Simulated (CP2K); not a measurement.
Fluorocarbonylketene has these distinct O atoms: O1 (bonded to C) and O5 (bonded to C).

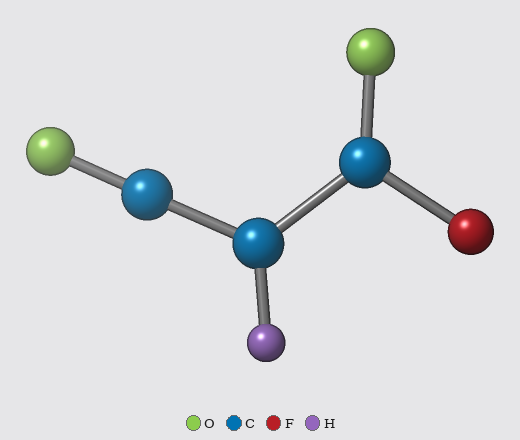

The molecule (oxygen green, carbon blue, fluorine red, hydrogen purple).

```xyz
7

O     2.3968   -0.6415   -0.4119
C     1.3882   -0.1194   -0.1609
C     0.2276    0.4736    0.1232
C    -0.9992   -0.2948    0.0034
O    -1.1610   -1.4419   -0.3228
F    -2.0843    0.5077    0.3368
H     0.2319    1.5164    0.4322
```

Their partial O K spectra (CP2K XAS_TDP, all-electron GAPW, PBEh(45%), aug-cc-pVDZ, TDA, GW2X-corrected core level, no relativity) are given in random order, each times the number of alike atoms.

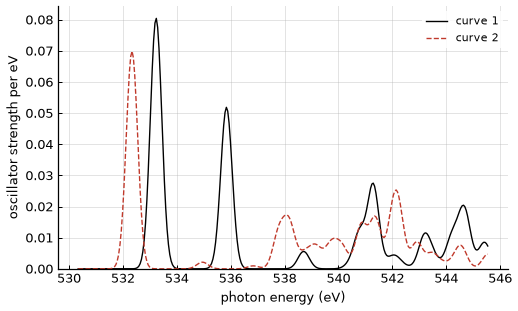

Gaussian full width 0.5 eV, oscillator strength per eV, alike atoms added, rows of zeros left out.

Question: Which curve belongs to which atom?

Curve 1: O1 (bonded to C), leading line at 533.23 eV (f = 0.043 an atom), ionisation energy 541.36 eV, term value 8.13 eV. Curve 2: O5 (bonded to C), leading line at 532.34 eV (f = 0.037 an atom), ionisation energy 538.72 eV, term value 6.38 eV. The leading line of an atom is its first one with 35 % of the strongest within 2.5 eV of its lowest line over the strength cut. A line lies at the core ionisation energy, which rises as an atom loses charge to its neighbours or to a π system, less the term value, which is large for a low π* or σ* orbital with weight on that atom.

[Banner, clock and machine lines of the logs are left out without a mark of their own.]

[Logs are printed without paths, hosts, clocks, repeated set-up lines and the standing remarks that a program may print on its own settings, such as how far it seeks lower states.]

[Hosts, paths, dates, database ids (printed as entryN), source tags and the programs' standing remarks are cut or masked in the printed files.]
